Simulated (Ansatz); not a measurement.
# F3H3O2W···H2: what the fields show

```xyz
11

W     0.1891   -0.0129   -0.4698
H     0.4565    0.5345    3.6373
F     1.9406   -0.7468   -0.2258
H    -0.9033    0.7398    0.5666
F    -1.4174   -0.1094   -1.4061
O    -0.2807   -1.6361    0.3041
H     0.3336   -2.1908    0.8053
F     0.8124    0.6551   -2.0964
O     1.0437    1.3939    0.4650
H     2.0115    1.3307    0.3833
H     0.6022    0.9211    2.9972
```

Core potentials replace the inner electrons of W.

Method: RKS PBE0-D4/def2-SVP (Ansatz 0.2.0).

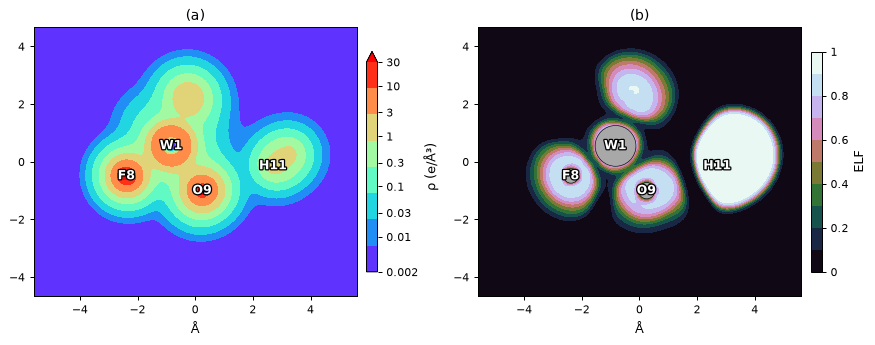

Figure 1. (a) electron density; (b) ELF on the plane of atoms F8, W1 and O9. Grey discs cover the atomic cores in the ELF map.

Describe what can be read from this map.

The plane passes through W, F, O and H nuclei.
W1···H11 (3.61 Å): the density falls to about 0.03 e/Å³ on the way; the ELF dips to about 0 between them; a non-bonded, intermolecular contact.
W–F (1.87 Å): ρ at the midpoint is about 1.1 e/Å³; the ELF peaks at about 0.80 in the valence shell of F, 0.5 Å from its nucleus, and drops to about 0.25 between the two atoms.

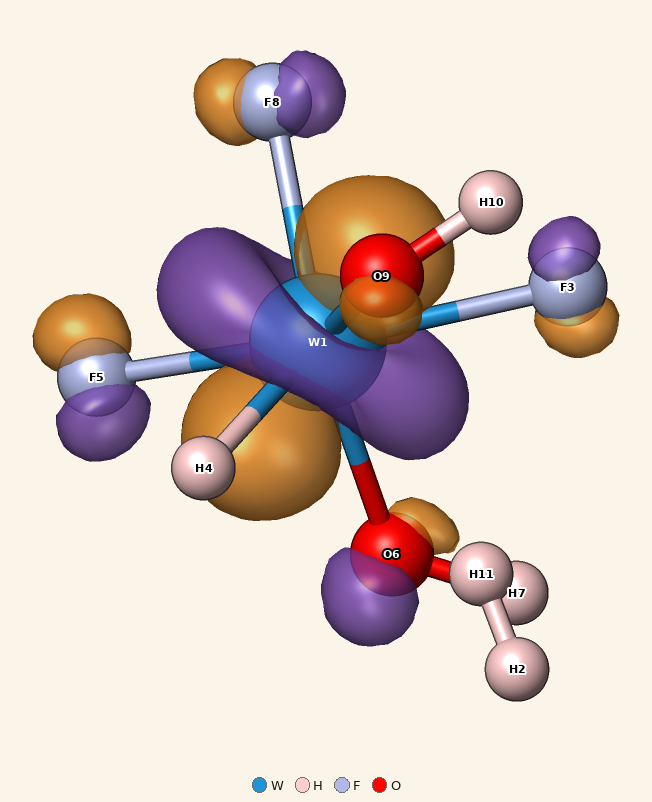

Figure 2. The LUMO at ±0.2 Å⁻³ᐟ² (orange and purple are the two phases), seen at an oblique angle.

Describe this orbital and give its energy.

It lies mainly on W1 (about 70 %), O6 (about 5 %) and F5 (about 5 %). Its energy is −3.70 eV.

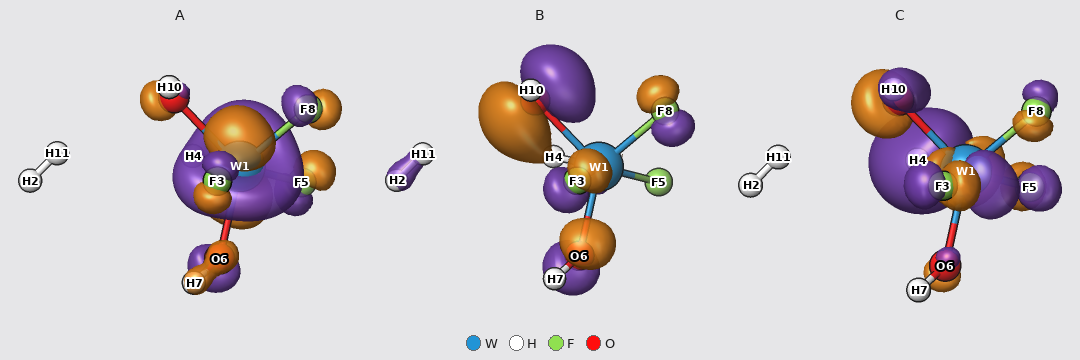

Figure 3. Three frontier orbitals at ±0.15 Å⁻³ᐟ² (orange and purple are the two phases), in no order.

Order the three orbitals by energy and name them.

B is the HOMO−1 (−10.35 eV). It lies mainly on O9 (about 55 %), O6 (about 15 %), F3 (about 10 %), W1 (about 10 %) and F8 (about 5 %). C is the HOMO (−9.53 eV). By Hirshfeld shares it lies mainly on H4 (about 35 %), W1 (about 30 %), O9 (about 15 %), F3 (about 10 %) and F5 (about 5 %). A is the LUMO (−3.70 eV). By Hirshfeld shares it lies mainly on W1 (about 70 %), O6 (about 5 %) and F5 (about 5 %).

What is the HOMO–LUMO gap?

5.83 eV between the orbital energies.
